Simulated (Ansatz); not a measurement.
**Molecular dynamics, with input and output: Si4NH13 (part 6 of 6)**

Continued. System: Si4NH13. Method: RKS B3LYP-D4/6-31G* (Ansatz 0.2.0). It belongs to a series of runs on one base structure; here: dynamics from the highest image of the converged band.

Geometry of the input (Å):
```
Si 0.1041  -0.4306  -0.1897
H  -1.3904  -0.5112  1.2904
Si 2.2085  -0.3323  -1.3148
H  2.9596  -1.6256  -1.3079
H  1.9915  0.0412  -2.7427
H  3.1227  0.6953  -0.7260
Si -0.7773  1.7238  -0.1198
H  -2.2483  1.6900  -0.3111
H  -0.4510  2.3005  1.2155
H  -0.1796  2.6317  -1.1470
Si -1.1185  -2.1014  -1.2897
H  -2.0075  -2.8739  -0.3867
H  -1.9381  -1.4515  -2.3506
H  -0.1887  -3.0591  -1.9577
N  0.7865  -0.9758  1.5183
H  1.1667  -1.9225  1.5846
H  1.4333  -0.3210  1.9645
H  -0.3140  -0.8685  1.8517
```

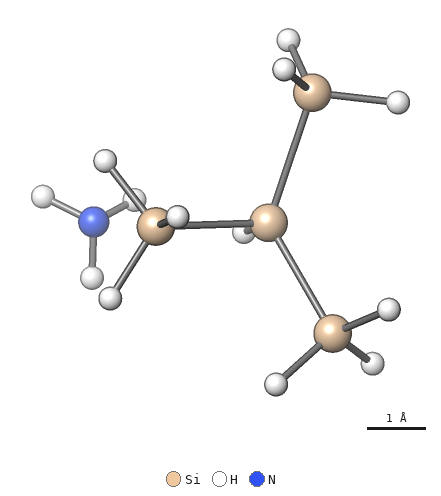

*The geometry at step 200 of the log (ball-and-stick view, seen at a tilt).*

Trajectory as extended XYZ, continued
```
18
Properties=species:S:1:pos:R:3:forces:R:3 step=200 time_fs=100.0 energy=-33212.54815 temperature=950.6
Si   -0.2674   -0.4373   -0.3741    0.1584   0.2487   2.1280
H    -0.2961   -0.9590    1.1296   -0.2297   0.5272  -1.2526
Si    1.9418   -0.4338   -0.9200    1.0382   0.3620  -1.0585
H     2.6693   -1.7309   -0.9838   -0.1184  -0.1050   0.1635
H     2.0115    0.0817   -2.3811   -0.0757  -0.2201   0.6941
H     2.7287    0.5299   -0.1160    0.0346   0.0956   0.0116
Si   -0.8208    1.9281   -0.4385   -0.7200  -1.2366   0.5762
H    -2.2885    1.8747   -0.7917    0.3657   0.4838  -0.1090
H    -0.7256    2.5352    0.9593    0.1573  -0.1579  -0.7070
H     0.0452    2.5656   -1.4650   -0.1483   0.1798   0.1009
Si   -1.2257   -2.0928   -1.6554   -0.2350   1.1890  -1.4131
H    -0.1087   -2.9019   -2.2285   -0.2376  -0.2621   0.2439
H    -2.2461   -2.7950   -0.8654   -0.1844  -0.4191  -0.0527
H    -1.8313   -1.3579   -2.8790    0.1060  -0.6576   0.6967
N     2.0739   -1.1352    2.3563    0.3874   1.3396   0.6255
H     2.0174   -2.1323    2.3343    0.1936  -0.9123   0.0861
H     2.8469   -0.8525    2.9922   -0.4975  -0.4887  -0.5848
H     1.2249   -0.8311    2.8346    0.0052   0.0338  -0.1488
```
